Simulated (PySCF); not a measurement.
CH4Cl3FGe2 (SMILES [F][GeH2][Ge]([Cl])([Cl])[CH2]Cl)

```xyz
11

F     1.5210    1.9191    1.2017
Ge    1.7336    0.5642    0.1013
Ge   -0.1812   -1.0253    0.2472
Cl    0.0077   -2.6725   -1.0970
Cl   -0.6398   -1.8548    2.1551
C    -1.7584    0.1285   -0.3881
Cl   -0.9986    1.6584   -0.8403
H     3.0273   -0.0017    0.6756
H     2.0366    1.2474   -1.2193
H    -2.4832    0.3225    0.3983
H    -2.2596   -0.2830   -1.2605
```

Geometry: GFN2-xTB.

Theory: CAM-B3LYP/def2-SVPD, SCF density, gas phase in PySCF.

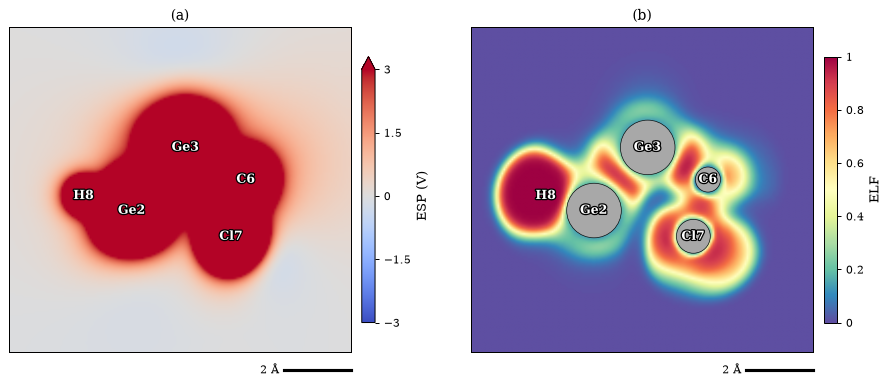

Figure 1. (a) electrostatic potential; (b) ELF on the plane of atoms Ge2, Ge3 and C6. Grey discs cover the atomic cores in the ELF map.

Q: Describe what can be read from this map.

A:
- Atoms in the plane: Ge, C, Cl and H.
- C–Cl (1.77 Å): the ELF peaks at about 0.90 between the atoms, as expected for a shared electron pair.
- C–Ge (2.05 Å): the ELF peaks at about 0.95 in the valence shell of C, 0.8 Å from its nucleus, and is about 0.75 at the midpoint.
- Ge–Ge (2.49 Å): the ELF peaks at about 0.90 between the atoms: a shared electron pair.
- Ge–H (1.52 Å): the ELF climbs to about 1 towards the hydrogen.
- The ELF also peaks beside Cl7, away from the bonds: lone-pair regions.
- The potential has no marked negative region in this plane.

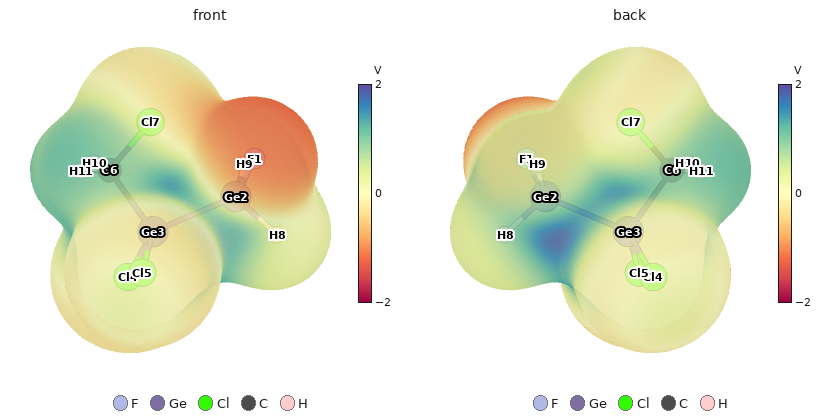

Figure 2. The molecular electrostatic potential painted on the density surface at 0.001 e/bohr³, seen from the front and from behind; the colour scale runs from red (negative) to blue (positive).

Q: Where is the surface potential most negative and most positive?

A: The most negative region (about −1.2 V, or −28 kcal/mol for a unit charge) lies over F1, the most positive (about +1.7 V, or +39 kcal/mol for a unit charge) over Ge2. Cl7 shows a σ-hole: about +0.5 V, or +12 kcal/mol for a unit charge at the tip opposite its bond, against about −0.1 V on its flanks.

Q: How polar is the molecule by this calculation?

A: Its dipole moment is 2.03 D.
